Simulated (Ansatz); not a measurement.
Pulling on the Mg1–F2 bond in F2Mg (SMILES [F][Mg][F]) (multiplicity 1 held, fragments rigid). Energies count from the point at 1.751 Å.
Geometry at that point (charge 0, multiplicity 1):
```xyz
3

Mg     0.000     0.000     0.000
F      0.000     0.000     1.751
F      0.000     0.000    -1.751
```

Restricted levels (R-, RO-) in cc, def2 and unpolarised 6-31G sets keep to the state of the molecule at rest. Unrestricted levels (U-) break spin symmetry where that is lower. Curves can end on different states.

Cores are frozen in the correlated methods.

The values were computed with Ansatz (an electronic-structure program) with Gaussian orbitals. Values without a source in brackets are computed.

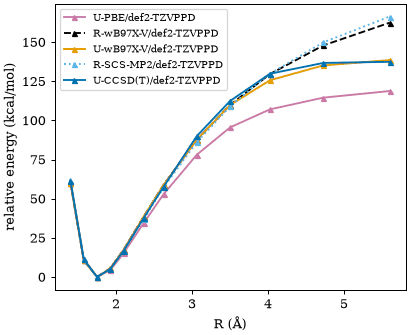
Relative energy along the coordinate

**Question.** Read off the U-PBE/def2-TZVPPD curve at R = 3.502.

**Answer.** about 96 kcal/mol

Doubts at one or more of the structures used: a spin-contaminated determinant (U-PBE/def2-TZVPPD, U-wB97X-V/def2-TZVPPD, U-CCSD(T)/def2-TZVPPD); a restricted determinant that unrestricted orbitals would lower (R-wB97X-V/def2-TZVPPD, R-SCS-MP2/def2-TZVPPD); T1 above 0.05 (U-CCSD(T)/def2-TZVPPD).
